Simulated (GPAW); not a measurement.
# S/W(110): simulated STM images

What would a tunnelling microscope show on S/W(110)?

Calculated with GPAW 26.7.0; GPAW, PAW setups; slab in vacuum, relaxation, in the first sound run; inputs show where later runs differ.

## Step 1: The structure

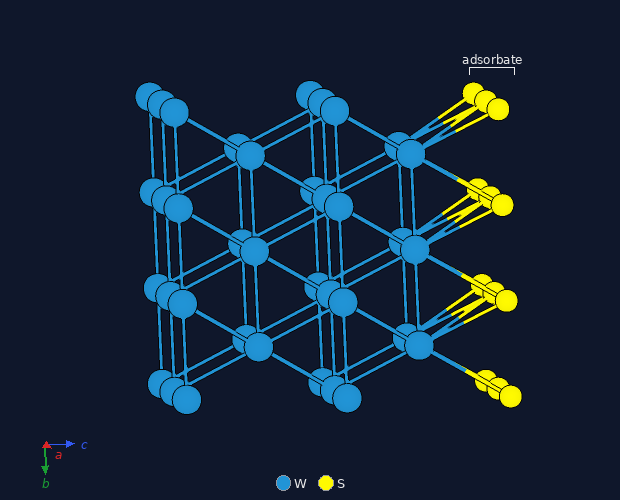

The starting structure, seen from the side, with the c axis across the page (tungsten blue, sulfur yellow). 2×3×1 cells are drawn. Some periodic images of atoms are drawn too.

The cell holds 5 atoms: 4 W and 1 S. Cell: a = 2.737 Å, b = 2.737 Å, c = 25.019 Å, α = 90.0°, β = 90.0°, γ = 70.5°. Vacuum lies along c.

## Step 2: Relaxation

Forces are removed first; all later runs use this geometry. The lowest 2 atoms are held at bulk positions and keep their forces.

The input, run.py:

```python
import json
import numpy as np
from ase import Atoms
from ase.constraints import FixAtoms
from ase.optimize import BFGS
from gpaw import GPAW, PW

slab = Atoms(
    ['W', 'W', 'W', 'W', 'S'],
    positions=[
        [0.00000, 0.00000, 8.00000],
        [2.23446, -0.00000, 10.23446],
        [0.00000, 0.00000, 12.46891],
        [2.23446, -0.00000, 14.70337],
        [0.00000, 0.00000, 17.01923]],
    cell=[[2.23446, -1.58, 0.0], [2.23446, 1.58, 0.0], [0.0, 0.0, 25.01923]],
    pbc=[True, True, False])

slab.calc = GPAW(mode=PW(400), xc='PBE', kpts={'size': (12, 12, 1), 'gamma': True},
                 occupations={'name': 'fermi-dirac', 'width': 0.1}, nbands='160%',
                 convergence={'density': 1e-05}, maxiter=200,
                 poissonsolver={'dipolelayer': 'xy'},
                 symmetry={'tolerance': 1e-3, 'extra_ids': [1, 1, 0, 0, 0]}, txt='slab.txt')
result = {}
slab.set_constraint(FixAtoms([0, 1]))
path = []
opt = BFGS(slab, maxstep=0.2)
opt.attach(lambda: path.append((slab.get_potential_energy(), slab.positions.tolist(), slab.get_forces().tolist())))
result['relaxed'] = bool(opt.run(fmax=0.03, steps=40))
result['path'] = path
energy = slab.get_potential_energy()
fermi = slab.calc.get_fermi_level()
v = slab.calc.get_electrostatic_potential().mean((0, 1)) - fermi
n = slab.calc.get_pseudo_density().mean((0, 1))
L = slab.cell[2, 2]
z = np.arange(len(v)) * L / len(v)
low, high = slab.positions[:, 2].min(), slab.positions[:, 2].max()
below, above = np.interp([low - 5.8, high + 5.8], z, v)
slopes = [np.interp(x, z, np.gradient(v, z)) for x in (low - 5.8, high + 5.8)]
eps = np.array([[slab.calc.get_eigenvalues(k, s) for k in range(len(slab.calc.get_ibz_k_points()))]
                for s in range(slab.calc.get_number_of_spins())]) - fermi
top, bottom = eps[eps < 0].max(), eps[eps > 0].min()
dipole = slab.get_dipole_moment()[2]
print(f'energy {energy:.4f} eV, Fermi level {fermi:.4f} eV, dipole {dipole:.5f} e A')
print(f'potential 5.8 A off the faces, from the Fermi level: lower {below:.4f} eV, upper {above:.4f} eV')
print(f'slope of the potential there: lower {slopes[0]:.5f}, upper {slopes[1]:.5f} eV/A')
print(f'nearest levels on the mesh: {top:.4f} and {bottom:.4f} eV')
print('magnetic moment', round(slab.get_magnetic_moment(), 3))
result.update(energy=energy, fermi=fermi, dipole=dipole, below=below, above=above, slopes=slopes, edges=[top, bottom],
              z=z.tolist(), v=v.tolist(), n=n.tolist(), positions=slab.positions.tolist(),
              forces=slab.get_forces(apply_constraint=False).tolist(), moments=slab.get_magnetic_moments().tolist())
json.dump(result, open('result.json', 'w'))
```

Run with:

```bash
$ OMP_NUM_THREADS=1 OPENBLAS_NUM_THREADS=1 python run.py
```

The log of the run:

```text
Step          Energy          fmax
BFGS:    0      -47.808593        1.433797
BFGS:    1      -47.864124        1.459493
BFGS:    2      -48.270151        0.544695
BFGS:    3      -48.260488        0.963565
BFGS:    4      -48.279982        0.309115
BFGS:    5      -48.282429        0.281608
BFGS:    6      -48.294844        0.407403
BFGS:    7      -48.297285        0.400182
BFGS:    8      -48.315756        0.024231
energy -48.2606 eV, Fermi level 3.6192 eV, dipole 0.02334 e A
potential 5.8 A off the faces, from the Fermi level: lower 4.8838 eV, upper 4.2878 eV
slope of the potential there: lower -0.00012, upper 0.00013 eV/A
nearest levels on the mesh: -0.0014 and 0.0163 eV
magnetic moment 0.0
```

Elapsed: 19 min, on 1 thread of Intel Xeon Platinum 8488C (Sapphire Rapids), shared host; peak memory 0.31 GiB.

Step by step:

| step | energy less that of the first step (eV) | largest force (eV/Å) |
| --- | --- | --- |
| 1 | 0.0000 | 1.4338 |
| 2 | -0.0543 | 1.4595 |
| 3 | -0.4664 | 0.5447 |
| 4 | -0.4582 | 0.9636 |
| 5 | -0.4771 | 0.3091 |
| 6 | -0.4795 | 0.2816 |
| 7 | -0.4919 | 0.4074 |
| 8 | -0.4944 | 0.4002 |
| 9 | -0.5140 | 0.0242 |

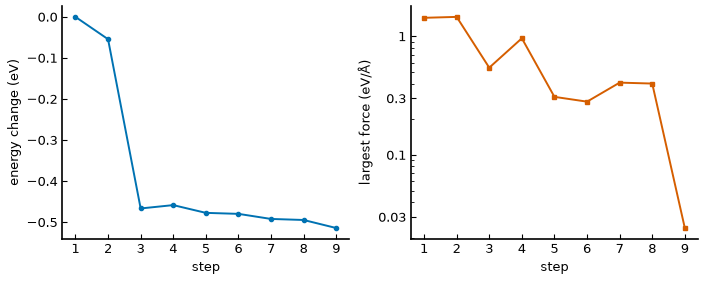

Energy and largest force along the relaxation.

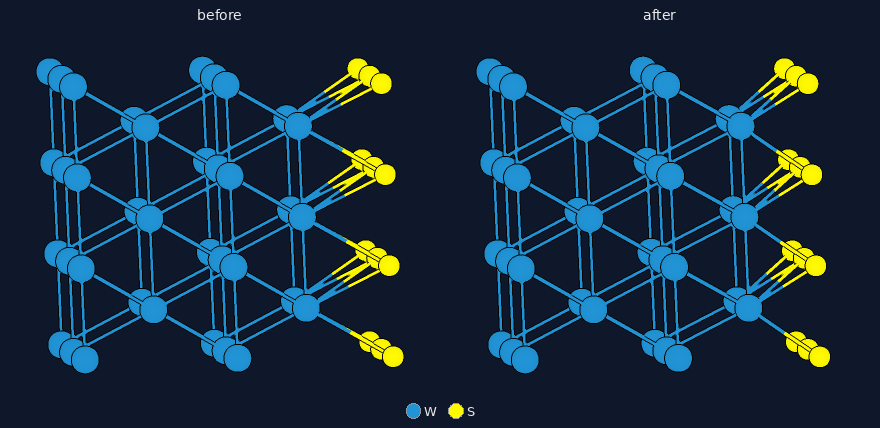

Before and after, at one scale.

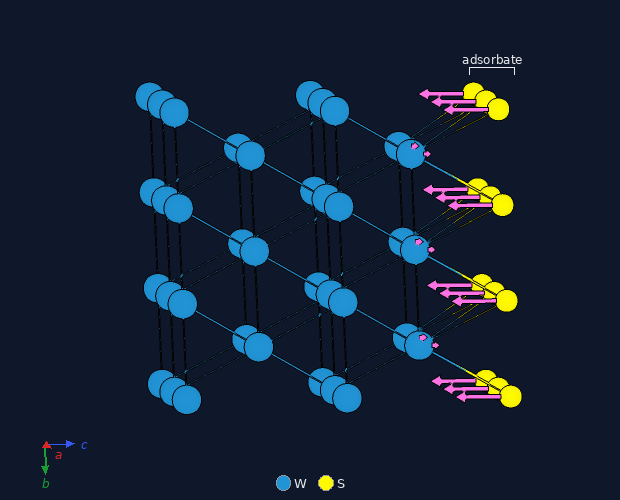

Displacements in the relaxation, exaggerated; the longest in the cell stands for 0.39 Å. 2×3×1 cells are drawn. Some periodic images of atoms are drawn too.

The atoms that moved most (Å):

| atom | dx | dy | dz | length |
| --- | --- | --- | --- | --- |
| S5 | 0.000 | 0.000 | -0.393 | 0.393 |
| W4 | 0.000 | 0.000 | 0.073 | 0.073 |
| W3 | 0.000 | 0.000 | 0.020 | 0.020 |

The relaxed structure:

```xyz
5
Lattice="2.2345 -1.5800 0.0000 2.2345 1.5800 0.0000 0.0000 0.0000 25.0192" Properties=species:S:1:pos:R:3
W     0.0000    0.0000    8.0000
W     2.2345    0.0000   10.2345
W     0.0000    0.0000   12.4886
W     2.2345    0.0000   14.7761
S     0.0000    0.0000   16.6263
```

This step gave:

```yaml
dipole_along_the_normal: 0.02334 e·Å
levels_nearest_the_fermi_level_on_the_mesh: -0.001441, 0.01629 eV from the Fermi level
upper_work_function: 4.288 eV
lower_work_function: 4.884 eV
```

The electrostatic potential energy of an electron (without an applied field's), less the Fermi level, planar mean oscillates, so the rows of the table below give means over windows of 2.29 Å about each position, cut where the curve ends. Its maxima inside the range that stand out by 2 % of the span (Å: eV): 9.1: -2.76, 11.4: -2.70, 13.7: -2.54, 15.8: -5.52. Its minima: 8.0: -29.3, 10.2: -29.8, 12.5: -29.8, 14.8: -30.2, 16.6: -25.1.

Table of electrostatic potential energy of an electron (without an applied field's), less the Fermi level, planar mean by z; means over each step:

| z (Å) | electrostatic potential energy of an electron (without an applied field's), less the Fermi level, planar mean (eV) |
| --- | --- |
| 1.15 | 4.86 |
| 3.44 | 4.88 |
| 5.72 | 4.01 |
| 8.02 | -13.9 |
| 10.30 | -14.4 |
| 12.59 | -14.4 |
| 14.88 | -15.4 |
| 17.18 | -7.68 |
| 19.46 | 4.25 |
| 21.75 | 4.29 |
| 24.04 | 4.30 |

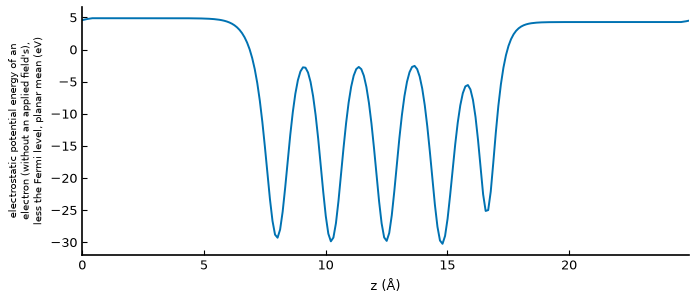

Electrostatic potential energy of an electron (without an applied field's), less the Fermi level, planar mean, plotted against z.

The pseudo valence density, planar mean oscillates, so the rows of the table below give means over windows of 2.29 Å about each position, cut where the curve ends. Its maxima inside the range that stand out by 2 % of the span (Å: e/Å³): 7.9: 1.82, 10.2: 1.85, 12.5: 1.85, 14.8: 1.87, 16.3: 0.570, 16.9: 0.508. Its minima: 9.2: 0.358, 11.3: 0.352, 13.6: 0.337, 15.6: 0.450, 16.7: 0.459.

Table of pseudo valence density, planar mean by z; means over each step:

| z (Å) | pseudo valence density, planar mean (e/Å³) |
| --- | --- |
| 3.44 | 1.1e-4 |
| 5.72 | 0.0275 |
| 8.02 | 0.846 |
| 10.30 | 0.872 |
| 12.59 | 0.869 |
| 14.88 | 0.894 |
| 17.18 | 0.324 |
| 19.46 | 0.00230 |
| 21.75 | 2.1e-6 |

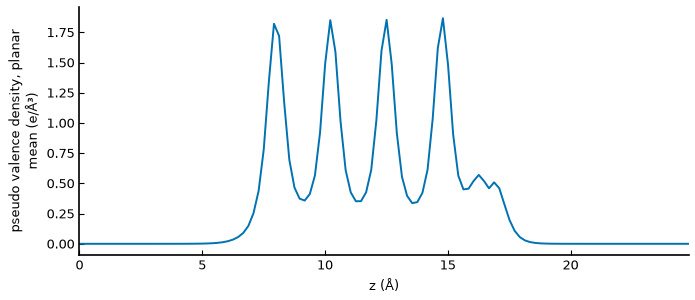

Pseudo valence density, planar mean, plotted against z.

The relaxation lowered the energy of the cell by 0.514 eV (energies extrapolated to zero smearing; the optimiser's log prints free energies). The largest force left on a free atom is 0.024 eV/Å.

## Step 3: The slab's potential

The work function is the vacuum plateau of the electrostatic potential less the Fermi level; a dipole layer lets the two faces have plateaus of their own.

This step: GPAW, PAW setups; slab in vacuum (GPAW 26.7.0).

Changes to run.py since step 2:

```diff
@@ -3,4 +3,3 @@
 from ase import Atoms
-from ase.constraints import FixAtoms
-from ase.optimize import BFGS
+from ase.dft.stm import STM
 from gpaw import GPAW, PW
@@ -12,5 +11,5 @@
         [2.23446, -0.00000, 10.23446],
-        [0.00000, 0.00000, 12.46891],
-        [2.23446, -0.00000, 14.70337],
-        [0.00000, 0.00000, 17.01923]],
+        [0.00000, 0.00000, 12.48865],
+        [2.23446, -0.00000, 14.77615],
+        [0.00000, -0.00000, 16.62633]],
     cell=[[2.23446, -1.58, 0.0], [2.23446, 1.58, 0.0], [0.0, 0.0, 25.01923]],
@@ -22,10 +21,4 @@
                  poissonsolver={'dipolelayer': 'xy'},
-                 symmetry={'tolerance': 1e-3, 'extra_ids': [1, 1, 0, 0, 0]}, txt='slab.txt')
+                 symmetry={'tolerance': 1e-3}, txt='slab.txt')
 result = {}
-slab.set_constraint(FixAtoms([0, 1]))
-path = []
-opt = BFGS(slab, maxstep=0.2)
-opt.attach(lambda: path.append((slab.get_potential_energy(), slab.positions.tolist(), slab.get_forces().tolist())))
-result['relaxed'] = bool(opt.run(fmax=0.03, steps=40))
-result['path'] = path
 energy = slab.get_potential_energy()
@@ -51,2 +44,16 @@
               forces=slab.get_forces(apply_constraint=False).tolist(), moments=slab.get_magnetic_moments().tolist())
+
+# Images need the states of the whole zone, up to time reversal
+slab.calc = slab.calc.fixed_density(symmetry={'point_group': False}, txt='states.txt', nbands='280%',
+                                    convergence={'bands': 'CBM+2.3'})
+stm = STM(slab)
+result['stm'] = []
+for bias in [-1.5, 2.0]:
+    height = high + 3.5
+    current = stm.get_averaged_current(bias, height)
+    x, y, h = stm.scan(bias, current)
+    i, f = divmod(height / L * stm.ldos.shape[2], 1)
+    I = abs((1 - f) * stm.ldos[:, :, int(i)] + f * stm.ldos[:, :, int(i) + 1])
+    print(f'bias {bias} V: mean current at 3.5 A {current:.4e}, corrugation {np.ptp(h):.4f} A')
+    result['stm'].append(dict(bias=bias, current=current, h=(h - high).tolist(), I=I.tolist()))
 json.dump(result, open('result.json', 'w'))
```

The log of the run:

```text
energy -48.2606 eV, Fermi level 3.6192 eV, dipole 0.02337 e A
potential 5.8 A off the faces, from the Fermi level: lower 4.8838 eV, upper 4.2878 eV
slope of the potential there: lower -0.00013, upper 0.00012 eV/A
nearest levels on the mesh: -0.0014 and 0.0163 eV
magnetic moment 0.0
bias -1.5 V: mean current at 3.5 A 6.8797e-06, corrugation 0.0616 A
bias 2.0 V: mean current at 3.5 A 6.6730e-05, corrugation 0.0119 A
```

Wall time 4.5 min (1 thread); peak memory 0.74 GiB.

This step gave:

- dipole along the normal: 0.02337 e·Å
- levels nearest the Fermi level on the mesh: -0.001418, 0.01629 eV from the Fermi level
- corrugation -1.5: 0.06165 Å
- corrugation 2: 0.01192 Å

The electrostatic potential energy of an electron (without an applied field's), less the Fermi level, planar mean oscillates, so the rows of the table below give means over windows of 2.29 Å about each position, cut where the curve ends. Its maxima inside the range that stand out by 2 % of the span (Å: eV): 9.1: -2.76, 11.4: -2.70, 13.7: -2.54, 15.8: -5.52. Its minima: 8.0: -29.3, 10.2: -29.8, 12.5: -29.8, 14.8: -30.2, 16.6: -25.1.

Table of electrostatic potential energy of an electron (without an applied field's), less the Fermi level, planar mean by z; means over each step:

(Unchanged from step 2.)

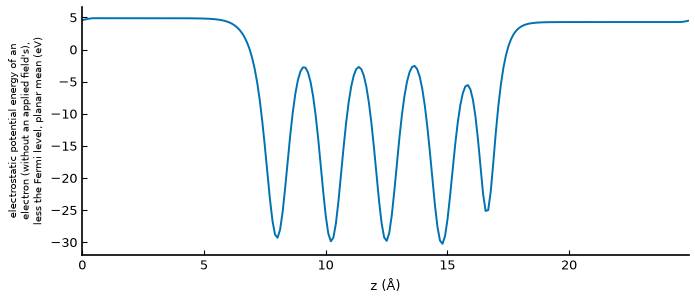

Electrostatic potential energy of an electron (without an applied field's), less the Fermi level, planar mean, plotted against z.

The pseudo valence density, planar mean oscillates, so the rows of the table below give means over windows of 2.29 Å about each position, cut where the curve ends. Its maxima inside the range that stand out by 2 % of the span (Å: e/Å³): 7.9: 1.82, 10.2: 1.85, 12.5: 1.85, 14.8: 1.87, 16.3: 0.570, 16.9: 0.508. Its minima: 9.2: 0.358, 11.3: 0.352, 13.6: 0.337, 15.6: 0.450, 16.7: 0.459.

Table of pseudo valence density, planar mean by z; means over each step:

| z (Å) | pseudo valence density, planar mean (e/Å³) |
| --- | --- |
| 3.44 | 1.1e-4 |
| 5.72 | 0.0275 |
| 8.02 | 0.846 |
| 10.30 | 0.872 |
| 12.59 | 0.869 |
| 14.88 | 0.894 |
| 17.18 | 0.324 |
| 19.46 | 0.00230 |
| 21.75 | 2.1e-6 |

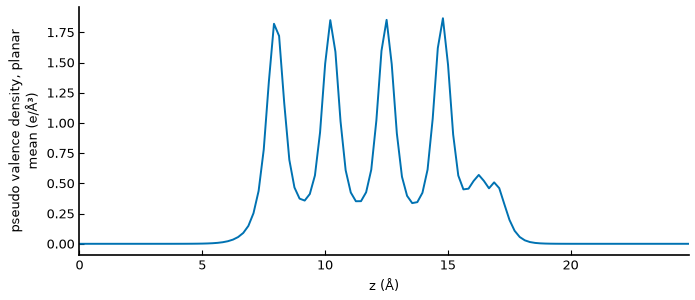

Pseudo valence density, planar mean, plotted against z.

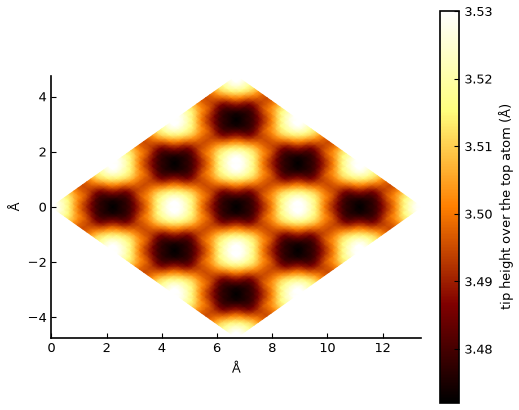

Tip height over the top atom over a1 and a2. Sample bias -1.5 V, constant current at the mean current 3.5 Å over the top atom. The cell is repeated, with its origin at the lower left corner.

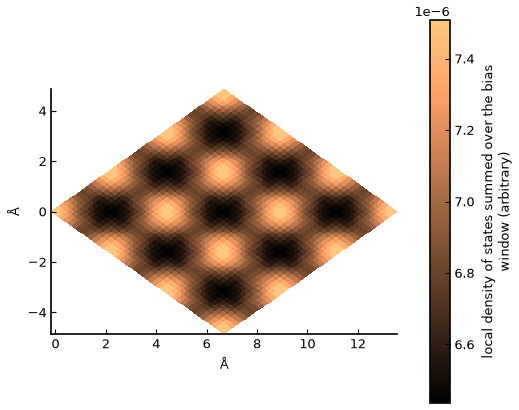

Local density of states summed over the bias window over a1 and a2. Sample bias -1.5 V, constant height 3.5 Å over the top atom. The cell is repeated, with its origin at the lower left corner.

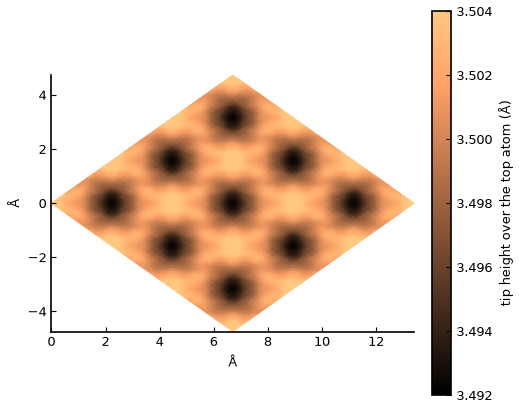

Tip height over the top atom over a1 and a2. Sample bias 2 V, constant current at the mean current 3.5 Å over the top atom. The cell is repeated, with its origin at the lower left corner.

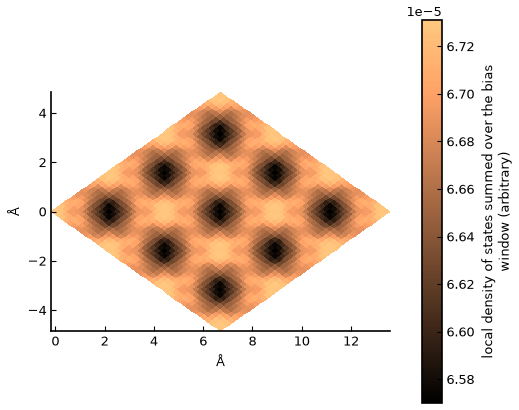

Local density of states summed over the bias window over a1 and a2. Sample bias 2 V, constant height 3.5 Å over the top atom. The cell is repeated, with its origin at the lower left corner.

Force by atom:

| atom | x (eV/Å) | y (eV/Å) | z (eV/Å) | size |
| --- | --- | --- | --- | --- |
| W1 | 0.000 | 0.000 | 0.464 | 0.464 |
| W2 | 0.000 | 0.000 | -0.491 | 0.491 |
| W3 | 0.000 | 0.000 | 0.024 | 0.024 |
| W4 | 0.000 | 0.000 | -0.022 | 0.022 |
| S5 | 0.000 | 0.000 | 0.024 | 0.024 |

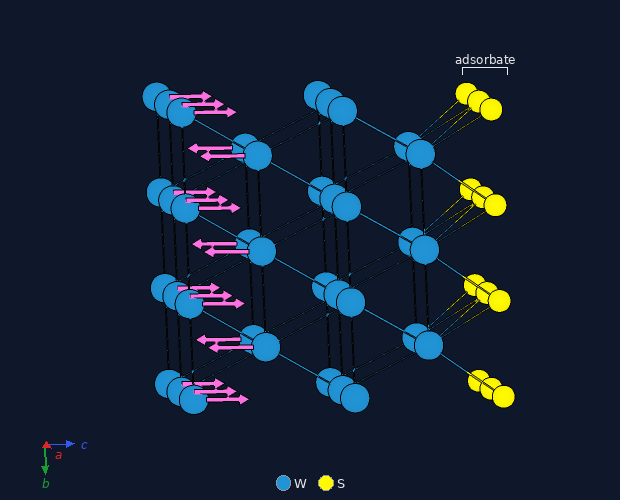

Force as arrows, the longest 0.491 eV/Å. 2×3×1 cells are drawn. Some periodic images of atoms are drawn too.

The potential is flat to 1.3e-4 eV/Å where it is read, so the vacuum is wide enough.

## Step 4: A changed run

One more run, with changed settings.

Changes to run.py since step 3:

```diff
@@ -3,3 +3,2 @@
 from ase import Atoms
-from ase.dft.stm import STM
 from gpaw import GPAW, PW
@@ -17,5 +16,5 @@
 
-slab.calc = GPAW(mode=PW(400), xc='PBE', kpts={'size': (12, 12, 1), 'gamma': True},
+slab.calc = GPAW(mode=PW(400), xc='pbe96', kpts={'size': (12, 12, 1), 'gamma': True},
                  occupations={'name': 'fermi-dirac', 'width': 0.1}, nbands='160%',
-                 convergence={'density': 1e-05}, maxiter=200,
+                 convergence={'density': 1e-05}, maxiter=50,
                  poissonsolver={'dipolelayer': 'xy'},
@@ -44,16 +43,2 @@
               forces=slab.get_forces(apply_constraint=False).tolist(), moments=slab.get_magnetic_moments().tolist())
-
-# Images need the states of the whole zone, up to time reversal
-slab.calc = slab.calc.fixed_density(symmetry={'point_group': False}, txt='states.txt', nbands='280%',
-                                    convergence={'bands': 'CBM+2.3'})
-stm = STM(slab)
-result['stm'] = []
-for bias in [-1.5, 2.0]:
-    height = high + 3.5
-    current = stm.get_averaged_current(bias, height)
-    x, y, h = stm.scan(bias, current)
-    i, f = divmod(height / L * stm.ldos.shape[2], 1)
-    I = abs((1 - f) * stm.ldos[:, :, int(i)] + f * stm.ldos[:, :, int(i) + 1])
-    print(f'bias {bias} V: mean current at 3.5 A {current:.4e}, corrugation {np.ptp(h):.4f} A')
-    result['stm'].append(dict(bias=bias, current=current, h=(h - high).tolist(), I=I.tolist()))
 json.dump(result, open('result.json', 'w'))
```

The log of the run:

```text
NameError: Unknown functional: pbe96.
```

Run time: 0.78 s. Hardware: 1 thread; peak memory 0.1 GiB.

The program refused the input before any cycle.

The program's message: “NameError: Unknown functional: pbe96.”

The change that led to it: xc = "pbe96".

## Step 5: Outcome

- work function, upper and lower face: 4.288 and 4.884 eV
- dipole along the normal: 0.0234 e Å
- corrugation at -1.5 V: 0.0616 Å
- corrugation at 2 V: 0.0119 Å

In words: The corrugation at constant current is largest at -1.5 V, where the tip height varies by 0.062 Å over the cell. Negative sample bias images filled states, positive bias empty ones. The two faces differ by 0.60 eV, the step that the slab's dipole makes (e p/(ε0 A) gives 0.60 eV), so the dipole layer is needed. The images are of Tersoff-Hamann type: an s-wave tip, no tip-sample forces, heights closer than in a microscope. The cell of 7.06 Å² holds one S, started on one chosen site; other sites and coverages weren't tried. The in-plane lattice was kept as typed, which isn't the functional's own and leaves some strain; spin-orbit coupling and temperature are left out.

[Logs are printed without paths, hosts, clocks, repeated set-up lines and the standing remarks that a program may print on its own settings, such as how far it seeks lower states.]

[Hosts, paths, dates, database ids (printed as entryN), source tags and the programs' standing remarks are cut or masked in the printed files.]
